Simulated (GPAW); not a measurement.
# Ni3 Cu4 Ni3 001: parallel and opposed starts, part 2 of 2

Aim: find out whether Ni3 Cu4 Ni3 001 carries moments, and which collinear order costs least.

GPAW 26.7.0; PBE; plane waves with GPAW's PAW setups, scalar-relativistic.

So far. Step 2 (Run 1 (ferro ++++++)): After 59 cycles the largest moment stands at 0.789 μB.

### Step 3. Start 2: antiferro +++---

An opposed order shows whether the pairs that it reverses prefer unlike signs.

order2.py reads:

```python
import json
import numpy as np
from ase import Atoms
from ase.parallel import paropen, parprint
from gpaw import GPAW

atoms = Atoms(['Ni', 'Ni', 'Ni', 'Cu', 'Cu', 'Cu', 'Cu', 'Ni', 'Ni', 'Ni'],
    cell=[[2.556191, 0.0, 0.0],
         [0.0, 2.556191, 0.0],
         [0.0, 0.0, 27.56447]],
    scaled_positions=[[0.0, 0.0, 0.217672],
         [0.5, 0.5, 0.27819],
         [0.0, 0.0, 0.338709],
         [0.5, 0.5, 0.401726],
         [0.0, 0.0, 0.467242],
         [0.5, 0.5, 0.532758],
         [0.0, 0.0, 0.598274],
         [0.5, 0.5, 0.661291],
         [0.0, 0.0, 0.72181],
         [0.5, 0.5, 0.782328]],
    pbc=True,
    magmoms=[0.8, 0.8, 0.8, 0.0, 0.0, 0.0, 0.0, -0.8, -0.8, -0.8])
atoms.calc = GPAW(mode={'name': 'pw', 'ecut': 450},
    xc='PBE',
    kpts={'size': (20, 20, 1), 'gamma': True},
    occupations={'name': 'fermi-dirac', 'width': 0.05},
    convergence={'density': 1e-05, 'energy': 1e-05},
    maxiter=200,
    mixer={'name': 'pulay', 'beta': 0.03, 'nmaxold': 8, 'weight': 100},
    symmetry={'tolerance': 1e-4},
    txt='order2.txt')
e = atoms.get_potential_energy(force_consistent=True)
res = {'free_energy': e, 'energy_sigma0': atoms.get_potential_energy(), 'fermi_energy': atoms.calc.get_fermi_level()}
res['moments'] = atoms.get_magnetic_moments().tolist()
res['total'] = atoms.get_magnetic_moment()
parprint('site moments (muB):', np.round(res['moments'], 3))
parprint(f"total moment: {res['total']:.3f} muB")
parprint(f'free energy: {e:.6f} eV')
atoms.calc.write('order2.gpw')
with paropen('results.json', 'w') as f:
    json.dump(res, f)
```

The run is started by

```console
$ OMP_NUM_THREADS=1 mpirun -n 4 gpaw python order2.py > order2.log
```

Numbers of over 12 decimals in the logs are rounded to 6 here.

The log of the run:

```text
site moments (muB): [ 0.787  0.671  0.492 -0.003 -0.005  0.005  0.003 -0.492 -0.671 -0.787]
total moment: 0.000 muB
free energy: -56.234374 eV

--- order2.txt ---
Input parameters:
  mode=PW(ecut=450),
  convergence={'density': 1e-05, 'energy': 1e-05},
  kpts=MonkhorstPack(size=(20, 20, 1), gamma=True),
  maxiter=200,
  mixer=Pulay(name='pulay', nmaxold=8, beta=0.03, weight=100, sigma=0.015, g_ss=None),
  occupations=Occupations(name='fermi-dirac', width=0.05),
  symmetry=Symmetry(tolerance=0.0001),
  xc=XC(name='PBE')

Diagonalizing LCAO Hamiltonian
Converting LCAO to pw mode
   .-----.
  /|     |
 * |     |
 | |     |
 | |     |
 | |     |
 | |     |
 | |     |
 | | Ni  |
 | |     |
 | |     |
 Ni|     |
 | |     |
 | | Ni  |
 | |     |
 | |     |
 Cu|     |
 | | Cu  |
 | |     |
 | |     |
 Cu|     |
 | | Cu  |
 | |     |
 | |     |
 Ni|     |
 | |     |
 | | Ni  |
 | |     |
 | |     |
 Ni|     |
 | |     |
 | |     |
 | |     |
 | |     |
 | .-----.
 |/     /
 *-----*

Atoms  # Å, Bohr magnetons
|   | symbol |        x |        y |         z |    initial magnetic moments |
|---|--------|----------|----------|-----------|-----------------------------|
| 0 |     Ni | 0.000000 | 0.000000 |  6.000013 | ( 0.0000,  0.0000,  0.8000) |
| 1 |     Ni | 1.278096 | 1.278096 |  7.668160 | ( 0.0000,  0.0000,  0.8000) |
| 2 |     Ni | 0.000000 | 0.000000 |  9.336334 | ( 0.0000,  0.0000,  0.8000) |
| 3 |     Cu | 1.278096 | 1.278096 | 11.073364 | ( 0.0000,  0.0000,  0.0000) |
| 4 |     Cu | 0.000000 | 0.000000 | 12.879278 | ( 0.0000,  0.0000,  0.0000) |
| 5 |     Cu | 1.278096 | 1.278096 | 14.685192 | ( 0.0000,  0.0000,  0.0000) |
| 6 |     Cu | 0.000000 | 0.000000 | 16.491106 | ( 0.0000,  0.0000,  0.0000) |
| 7 |     Ni | 1.278096 | 1.278096 | 18.228136 | ( 0.0000,  0.0000, -0.8000) |
| 8 |     Ni | 0.000000 | 0.000000 | 19.896310 | ( 0.0000,  0.0000, -0.8000) |
| 9 |     Ni | 1.278096 | 1.278096 | 21.564457 | ( 0.0000,  0.0000, -0.8000) |

Unit cell  # Å
| periodic |        x |        y |         z |   lengths |    angles |
|----------|----------|----------|-----------|-----------|-----------|
|      yes | 2.556191 | 0.000000 |  0.000000 |  2.556191 | 90.000000 |
|      yes | 0.000000 | 2.556191 |  0.000000 |  2.556191 | 90.000000 |
|      yes | 0.000000 | 0.000000 | 27.564470 | 27.564470 | 90.000000 |

Number of symmetries: 8

BZ-sampling:
  Number of BZ points: 400
  Number of IBZ points: 66

  Monkhorst-Pack size: [20, 20, 1]
  Monkhorst-Pack shift: [0.025, 0.025, 0.0]

Plane wave coefficients: 3950
Cutoff: 450.000000 eV

Spin-components: 2 (collinear spins)
Bands:           88
Projectors:      60
Spin-degeneracy: 1
Datatype:        complex128

Parallelization:
  kpt:    4
  domain: 1
  band:   1

Density:
  Valence electrons: 140.0
  Components: 2
  Grid points: [ 14  14 135]
  Charge: 0.0  # |e|

Potential:
  Grid points: [ 14  14 135]

[... setups left out ...]
Reference energy: -428293.798048  # eV

eigensolver:
  PPCG
  Converge bands: occupied
  niter=2

density mixing:
  Pulay-Mixer
  Linear mixing parameters: 0.03
  Old densities: 8
  Fourier metric: weight=100, sigma=0.015

occupation numbers:
  Fermi-Dirac:
    width: 0.0500  # eV

poisson solver:
  ecut: 3600.000000  # eV

xc functional:
  name: PBE with 2 nearest neighbor stencil

convergence criteria:
- Maximum integral of absolute [dens]ity change: 1e-05 electrons / valence electron
- Maximum [total energy] change in last 3 cyles: 1e-05 eV / valence electron
- Maximum integral of absolute [eigenst]ate change: 4e-08 eV^2 / valence electron
maximum number of iterations: 200

SCF iterations
|iter     |      energy | eigst |  dens |  magmom |
|---------|-------------|-------|-------|---------|
|iter:   1|       0s |  -85.974000 | +0.60 |       |  +0.0000|
|iter:   2|      24s | -126.199521 | +0.73 | -0.71 |  -0.0000|
|iter:   3|      48s |  -61.893401 | -0.35 | -0.67 |  -0.0000|
|iter:   4|      72s |  -58.822721 | -1.32 | -1.06 |  -0.0000|
|iter:   5|      96s |  -57.484350 | -1.75 | -1.21 |  +0.0000|
|iter:   6|     121s |  -56.821261 | -1.21 | -1.33 |  -0.0000|
|iter:   7|     145s |  -56.343690 | -2.08 | -1.37 |  +0.0000|
|iter:   8|     169s |  -56.167928 | -2.02 | -1.50 |  -0.0000|
|iter:   9|     193s |  -56.080703 | -2.61 | -1.60 |  +0.0000|
|iter:  10|     217s |  -56.190275 | -2.10 | -1.70 |  -0.0000|
[... 37 iterations left out ...]
|iter:  48|    1050s |  -56.193769c| -7.99c| -4.45 |  +0.0000|
|iter:  49|    1073s |  -56.193765c| -7.75c| -4.49 |  +0.0000|
|iter:  50|    1083s |  -56.193764c| -8.30c| -4.62 |  +0.0000|
|iter:  51|    1094s |  -56.193763c| -8.22c| -4.65 |  +0.0000|
|iter:  52|    1105s |  -56.193764c| -7.86c| -4.67 |  +0.0000|
|iter:  53|    1116s |  -56.193764c| -8.41c| -4.70 |  +0.0000|
|iter:  54|    1126s |  -56.193765c| -7.83c| -4.72 |  +0.0000|
|iter:  55|    1137s |  -56.193763c| -7.71c| -4.80 |  +0.0000|
|iter:  56|    1148s |  -56.193763c| -8.07c| -4.97 |  +0.0000|
|iter:  57|    1158s |  -56.193762c| -8.28c| -5.01c|  +0.0000|

Converged in 57 steps
Energy contributions relative to reference atoms: (reference = -428293.798048)

Energy contributions:
  Kinetic:         -15.013516
  Coulomb:          14.394487
  Zero:              1.223888
  External:          0.000000
  Xc:              -56.758009
  Entropy:          -0.081223
  Spinorbit:         0.000000
  ----------------------------
  Free energy:     -56.234374
  Extrapolated:    -56.193762

dipole moment: (-26.787604, -26.787604, 0.000022)  # |e|*Ang

Total magnetic moment: (0.000000, 0.000000, 0.000001)

Local magnetic moments
|        x |        y |         z |
|----------|----------|-----------|
| 0.000000 | 0.000000 |  0.786733 |  # Ni   0
| 0.000000 | 0.000000 |  0.671151 |  # Ni   1
| 0.000000 | 0.000000 |  0.491590 |  # Ni   2
| 0.000000 | 0.000000 | -0.003424 |  # Cu   3
| 0.000000 | 0.000000 | -0.004549 |  # Cu   4
| 0.000000 | 0.000000 |  0.004549 |  # Cu   5
| 0.000000 | 0.000000 |  0.003424 |  # Cu   6
| 0.000000 | 0.000000 | -0.491588 |  # Ni   7
| 0.000000 | 0.000000 | -0.671151 |  # Ni   8
| 0.000000 | 0.000000 | -0.786734 |  # Ni   9

Fermi level: 3.405
Eigenvalues  # (at kpt = [-0.000, -0.000, 0.000])
| band index |      eig [eV] | occ [0-1] |      eig [eV] | occ [0-1] |
|------------|---------------|-----------|---------------|-----------|
|          0 |       -60.720 |     1.000 |       -60.720 |     1.000 |
|        ... |               |           |               |           |
|         65 |         2.754 |     1.000 |         2.754 |     1.000 |
|         66 |         2.834 |     1.000 |         2.834 |     1.000 |
|         67 |         2.834 |     1.000 |         2.834 |     1.000 |
|         68 |         2.868 |     1.000 |         2.868 |     1.000 |
|         69 |         2.894 |     1.000 |         2.894 |     1.000 |
|         70 |         2.894 |     1.000 |         2.894 |     1.000 |
|         71 |         2.919 |     1.000 |         2.919 |     1.000 |
|         72 |         3.232 |     0.970 |         3.232 |     0.970 |
|         73 |         3.581 |     0.029 |         3.581 |     0.029 |
|         74 |         3.672 |     0.005 |         3.672 |     0.005 |
|         75 |         3.672 |     0.005 |         3.672 |     0.005 |
|         76 |         3.855 |     0.000 |         3.855 |     0.000 |
|         77 |         5.203 |     0.000 |         5.203 |     0.000 |
|         78 |         5.680 |     0.000 |         5.680 |     0.000 |
|         79 |         8.059 |     0.000 |         8.059 |     0.000 |
|         80 |         8.839 |     0.000 |         8.839 |     0.000 |
|        ... |               |           |               |           |
|         87 |        16.807 |     0.000 |        16.807 |     0.000 |

No gap
No difference between direct/indirect transitions
```

Wall time 20 min (4 MPI ranks of Arm Neoverse V1, shared host); peak memory 1.7 GiB.

Spin moment in the augmentation sphere by atom:

| atom | spin moment in the augmentation sphere (μB) |
| --- | --- |
| Ni1 | 0.787 |
| Ni2 | 0.671 |
| Ni3 | 0.492 |
| Cu4 | -0.003 |
| Cu5 | -0.005 |
| Cu6 | 0.005 |
| Cu7 | 0.003 |
| Ni8 | -0.492 |
| Ni9 | -0.671 |
| Ni10 | -0.787 |

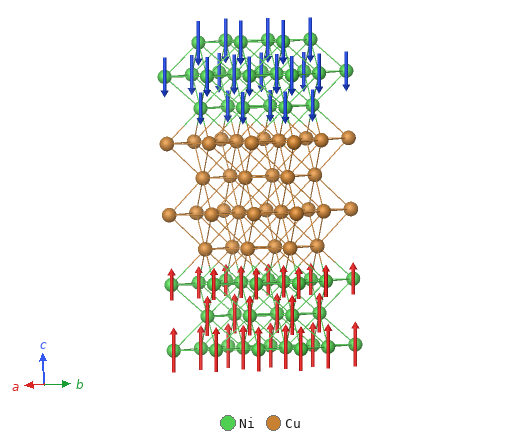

Spin moment in the augmentation sphere as arrows, the longest 0.787 μB. Up and down stand for the sign. Arrows give size and sign along the axis of quantisation, drawn up and down the page. The two directions have two colours. 2×3×1 cells are drawn. Some periodic images of atoms are drawn too.

Read from the output:

* magnetization: 0 μB
* final state: antiferromagnetic

It lies level with the first start, and its largest moment is 0.787 μB against 0.789 μB.

### Step 4. Ranking

These are free energies at a smearing of 0.05 eV, so its entropy term is in the differences. They are divided by the number of seeded atoms, so that cells of unlike size compare.

Orders:

| start | final state | typed order kept | energy over the lowest (meV a seeded atom) | largest site moment (μB) | net moment (μB a primitive cell) | mesh matched | CPU time (s) |
| --- | --- | --- | --- | --- | --- | --- | --- |
| ferro ++++++ | ferromagnetic | yes | 0.01761 | 0.7885 | 3.656 | yes | 5347 |
| antiferro +++--- | antiferromagnetic | yes | 0 | 0.7867 | 0 | yes | 4790 |

### Step 5. Outcome

```json
{
  "lowest state found": "antiferromagnetic (typed antiferro +++---)",
  "largest site moment": "0.787 μB",
  "next state": "ferromagnetic, 0.0176 meV a seeded atom higher"
}
```

The lowest state found is antiferromagnetic, reached from the start antiferro +++---, with moments up to 0.787 μB. The two lowest states lie so close that the mesh, the functional or spin–orbit coupling could swap them. Only 2 starts are shown; other collinear patterns, canted and longer-period orders are not.

[Logs and program files are shortened in this print: banners, set-up blocks, solver, clock and traceback lines can be left out without a mark of their own.]

[Logs are printed without paths, hosts, clocks, repeated set-up lines and the standing remarks that a program may print on its own settings, such as how far it seeks lower states.]

[Hosts, paths, dates, database ids (printed as entryN), source tags and the programs' standing remarks are cut or masked in the printed files.]

[Where a cell is said to come from a database of computed structures, the database is the Materials Project.]
